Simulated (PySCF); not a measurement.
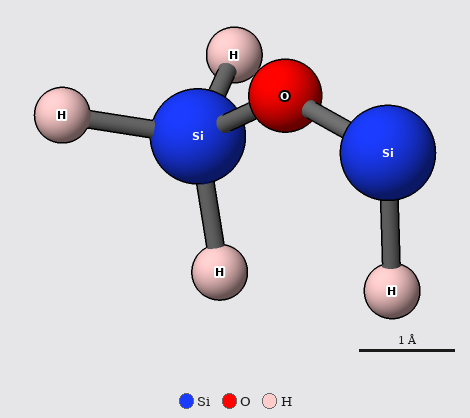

*The structure (ball-and-stick view, seen at a tilt).*

## Si$_{2}$H$_{4}$O: polarizability calculation

Si$_{2}$H$_{4}$O, computed with HF/cc-pVDZ, RHF (PySCF 2.14.0).

The run did not end well. The geometry comes from this level: PBE0-D4/def2-TZVP.

### The input (job.py)
```python
import numpy
from pyscf import gto
from pyscf.prop.polarizability import rhf

system = gto.Mole()
system.atom = '''
Si    -1.691900    -1.472900    -0.230200
O     -0.369000    -0.805400     0.485100
Si     0.731600     0.414800     0.316400
H     -1.779300    -0.509900    -1.440500
H      0.446600     1.182300    -0.923400
H      0.635100     1.303800     1.499700
H      2.088200    -0.180800     0.247100
'''
system.max_memory = 40
system.verbose = 3
system.charge = 0
system.basis = 'cc-pvdz'
system.build()

mf = system.RHF()
mf.direct_scf_tol = 1e-06
mf.conv_tol = 1e-08
mf.max_cycle = 60
mf.kernel()

etot = mf.e_tot
print('Final energy', etot)
pol = rhf.Polarizability(mf)
alpha = pol.polarizability()
print('isotropic polarizability %.4f bohr^3' % (numpy.trace(alpha) / 3))
alpha_w = pol.polarizability_with_freq(freq=0.0774)
beta = pol.hyper_polarizability()
```

Launched with:
```bash
OMP_NUM_THREADS=1 python job.py
```

### Output
```
SCF not converged.
SCF energy = -655.074915456034
Final energy -655.0749154560338
RuntimeError: Krylov solver failed to converge.
```

### Outcome

- outcome: ended with an error
- total energy: −655.074915 hartree
- basis functions: 70
- HOMO: −8.99 eV
- LUMO: 1.15 eV
- dipole moment: 0.95 D
- hardware: 1 thread of Arm Neoverse V1, 24 GiB of memory available, shared host
- wall time: 14 s
- peak memory: 0.12 GiB

### What went wrong

The run ended with an error: “RuntimeError”
